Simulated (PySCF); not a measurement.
# C7H12N2O: the cost of one run

Programs: PySCF 2.14.0, with routines of our own; each step states its level. All values are computed. Atoms count from 0.

### 1 The starting structure

22 atoms, charge 0, multiplicity 1; geometry from: GFN2-xTB.

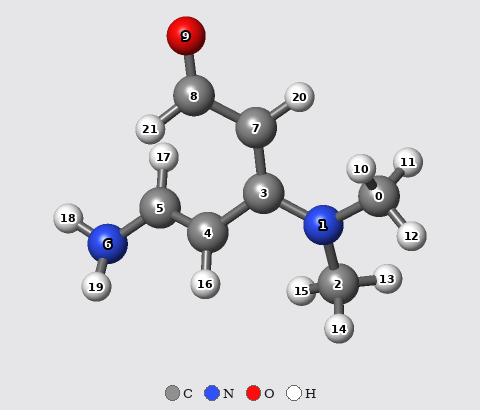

The starting geometry (carbon grey, nitrogen blue, oxygen red, hydrogen white).

### 2 Geometry optimisation at HF/cc-pVDZ

The job: settings as JSON, then the geometry in Å.

```
{"job": {"xc": "HF", "basis": "cc-pVDZ", "grid": 1, "kind": "geom"}, "charge": 0, "multiplicity": 1}
C     -2.578866     0.269596    -0.754376
N     -1.283167    -0.349881    -0.641165
C     -1.221463    -1.733016    -1.044212
C     -0.245880     0.269038    -0.014387
C      1.070252    -0.315197    -0.206318
C      1.997514    -0.368466     0.762607
N      3.233654    -0.936768     0.623214
C     -0.427289     1.401761     0.740220
C      0.610926     2.282217     1.157756
O      0.485253     3.208296     1.941353
H     -2.465407     1.344356    -0.886644
H     -3.201283     0.085769     0.128781
H     -3.088007    -0.136768    -1.628844
H     -2.132607    -2.247437    -0.729952
H     -1.131171    -1.827301    -2.132052
H     -0.372185    -2.225243    -0.574968
H      1.296244    -0.723814    -1.182392
H      1.761928    -0.029249     1.761053
H      3.936879    -0.692110     1.298965
H      3.569630    -1.067481    -0.318123
H     -1.423562     1.709666     1.019181
H      1.598198     2.101417     0.679454
```

Run with:

```sh
$ OMP_NUM_THREADS=4 python excited_run.py task.json out
```

This one command runs all jobs of the session in turn.

**Question.** How long does this first job take on 4 threads of INTEL XEON PLATINUM 8581C at 2.30GHz, shared host, and how much memory does it need?

About 69 s, with a peak of 1.2 GiB.
